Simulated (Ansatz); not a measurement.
System: Al2GaAs3.

Input

```
crystal:
  lattice:
    - [4.053951882, -2.89e-08, 0.0]
    - [-2.026975916, 3.51082533, 0.0]
    - [0.0, 0.0, 9.9348302]
  atoms:
    - { symbol: Al, position: [0.0, 0.0, 0.000361] }
    - { symbol: Al, position: [0.6666666667, 0.3333333333, 0.333387] }
    - { symbol: Ga, position: [0.3333333333, 0.6666666667, 0.666249] }
    - { symbol: As, position: [0.0, 0.0, 0.75082] }
    - { symbol: As, position: [0.3333333333, 0.6666666667, 0.415824] }
    - { symbol: As, position: [0.6666666667, 0.3333333333, 0.083359] }
basis:
  ecutwfc: 420
kpoints:
  mp_grid: { grid: [6, 6, 2] }
  band_path:
    path:
      - [[0.0, 0.0, 0.0], [0.5, 0.0, 0.0], [0.33333333, 0.33333333, 0.0], [0.0, 0.0, 0.0], [0.0, 0.0, 0.5], [0.5, 0.0, 0.5], [0.33333333, 0.33333333, 0.5], [0.0, 0.0, 0.5]]
      - [[0.5, 0.0, 0.5], [0.5, 0.0, 0.0]]
      - [[0.33333333, 0.33333333, 0.5], [0.33333333, 0.33333333, 0.0]]
    npoints: 4
hamiltonian:
  xc: hse06
scf:
  occupations: { method: gaussian, width: 0.02 }
output:
  forces: true
  stress: true
  eigenvalues: true
  populations: true
  dos: { projected: true, de: 0.02 }
  bader: false
  write_density: true
  write_potential: true
  elf: true
  volumetric_format: npy
```

Run with:

```sh
ansatz run input.yaml --threads 4 --pin off --max-ram 8192MiB --backend cpu --events-out ev --progress --plain --runs-dir out
```

Below, planes, directions and counts refer to the conventional cell (a = 4.05 Å, b = 4.05 Å, c = 9.93 Å, α = 90.00°, β = 90.00°, γ = 120.00°).

Space group P3m1; a structure generated by program, which may or may not match a known phase.

Theory: DFT HSE06, scalar-relativistic, plane waves, PAW in Ansatz 0.2.0.

### Predict the valence pseudo-density and electron localisation function between the atoms.

Al–As (2.48 Å): ρ at the midpoint is about 0.48 e/Å³; the ELF peaks at about 0.95 between the atoms, as expected for a covalent bond.
Ga–As (2.49 Å): the density is about 0.48 e/Å³ at the midpoint; the ELF peaks at about 0.80 between the atoms; localised, covalent bonding.

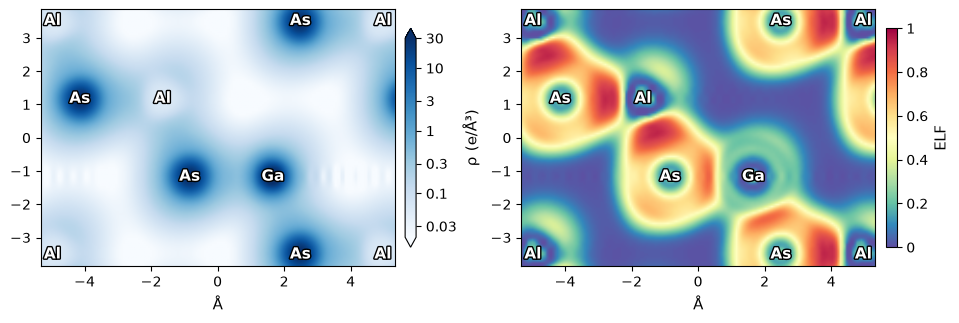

Computed valence pseudo-density and electron localisation function on the (110) plane of the conventional cell, in this order. 

In a PAW calculation such maps are meaningful between the atoms, not at the nuclei.
